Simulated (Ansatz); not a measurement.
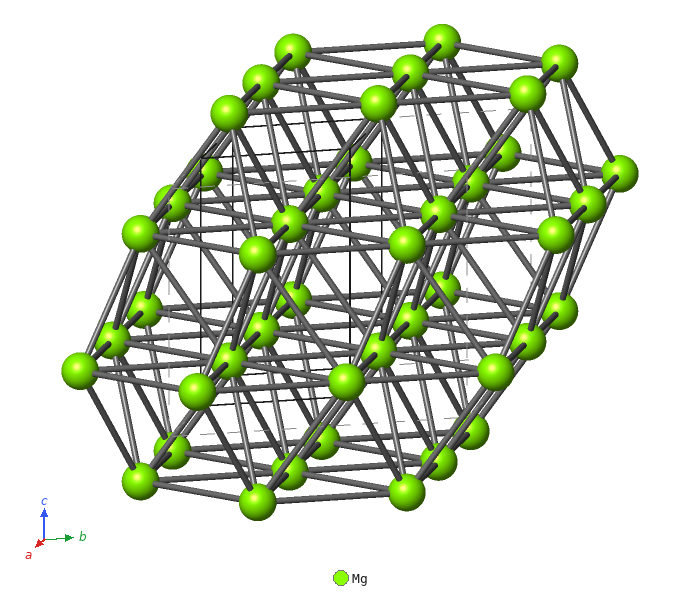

The compound is Mg (space group P6_3/mmc, No. 194), taken as the geometry relaxed at fixed volume with DFT PBE, spin-orbit coupling, plane waves, PAW in Ansatz.

Bonds are taken as Mg–Mg below 3.6 Å. The graph is simplified in the usual way: terminal and isolated atoms are pruned, two-connected atoms become edges.

**What kind of net remains, and which atoms are its nodes?**

A uninodal 12-connected, three-periodic net: Mg is a 12-connected node.

**Name the underlying net.**

It is the hcp net, known from hexagonal close packing.

**Is the net interpenetrated?**

It is a single net, without interpenetration.

**How many nodes does the smallest cycle have?**

Three.

**Give the first six terms of the coordination sequence (nodes one, two, three … edges away).**

Mg: 12, 44, 96, 170, 264, 380.

The simplified net, drawn on the atoms' positions. Nodes are coloured by element. Edges to nodes outside the piece are drawn as stubs.

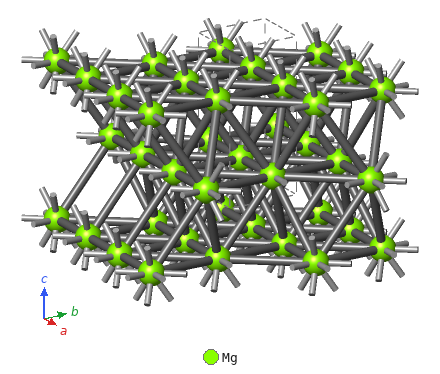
